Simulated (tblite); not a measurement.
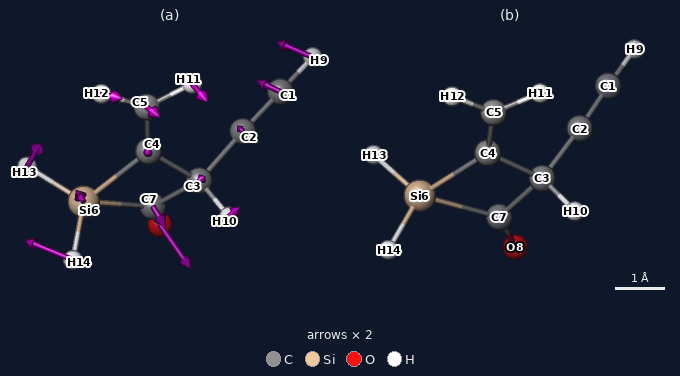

The structure of C6H6OSi before (left) and after (right) a relaxation, at one scale. The purple arrows give the displacements, 2 times their true length.

A ball-and-stick model, seen from a free direction.

The calculation used GFN2-xTB geometry optimisation, gas phase in tblite. 

**Describe what moved and what it gained.**

The atom that moves furthest after the best rigid fit is O8 (0.62 Å). By element the largest moves are O 0.62 Å, H 0.59 Å, C 0.30 Å, Si 0.19 Å. Among the contacts that change: Si6–C7 1.818 → 1.942 Å, C3–C7 1.476 → 1.545 Å, C4–Si6 1.845 → 1.898 Å, C3–C4 1.491 → 1.527 Å. Among the angles between lasting bonds that change: C3–C4–C5 136.2° → 126.5°, C7–C3–H10 117.3° → 110.0°, C5–C4–Si6 130.9° → 137.6°. The energy falls by 55.5 kJ/mol in 91 geometry steps. The run took 0.61 s on 1 thread of Arm Neoverse V1 (shared host).
